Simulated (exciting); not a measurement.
Two BSE runs for the F K edge of LuSF, space group R-3m. Run A: exciting, all-electron LAPW+lo, LDA, exchange and screened direct term (singlet BSE), 3×3×3 shifted k points, 48 conduction bands, |G+q| up to 3 bohr⁻¹, full RPA screening with nempty = 80, Lorentzian half width 0.45 eV. Run B has a fault in its input.

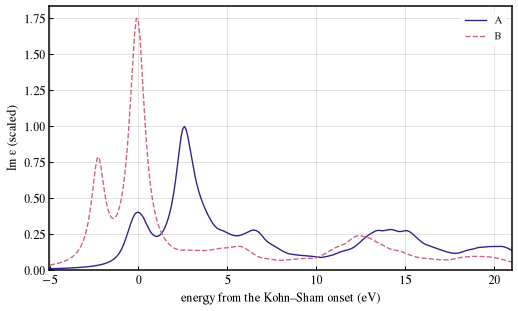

Energy from the Kohn–Sham onset, core level to the lowest empty state found on the meshes used; one zero for both, scaled to A's maximum.

What most likely went wrong in run B?

Far too few empty states in the screening (empty states in the screening from 80 to 3). The spectrum differs from run A by 114 % r.m.s. Moving the earlier curve by -2.7 eV leaves 53 %. The highest maximum lies at -0.1 eV (1.75), against 2.6 eV (1.00). The first bright state moves from -0.56 to -2.27 eV. Too few states underscreen, so the attraction is too strong. Other settings could leave a like mark; this is the change that was made.

[Hosts, paths, dates, database ids (printed as entryN), source tags and the programs' standing remarks are cut or masked in the printed files.]
